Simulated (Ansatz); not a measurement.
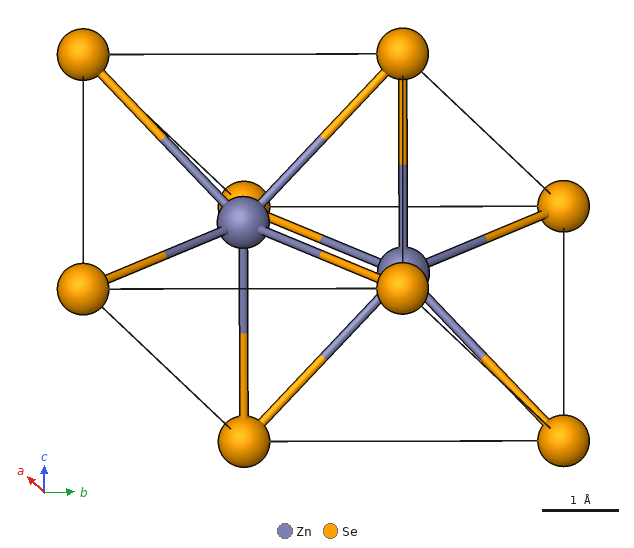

The image is a ball-and-stick drawing of a crystal, viewed from a general direction. The conventional unit cell is drawn as a box.

Q: What ratio of elements does the structure have?

A: Zn2Se. The cell holds 2 Zn, 1 Se, counting shared atoms by their share.

Q: Identify the Bravais lattice.

A: Primitive hexagonal.

Q: State the space group and its number.

A: P6/mmm (No. 191), with Zn on 2d and Se on 1a.

Q: Give the prototype.

A: AlB₂ type.

Source of the structure: a textbook structure type filled with these elements (whether it is the usual form wasn't checked). Earlier steps of the study may have refined or changed the cell and positions. Ansatz was used for an electronic-structure calculation on it.
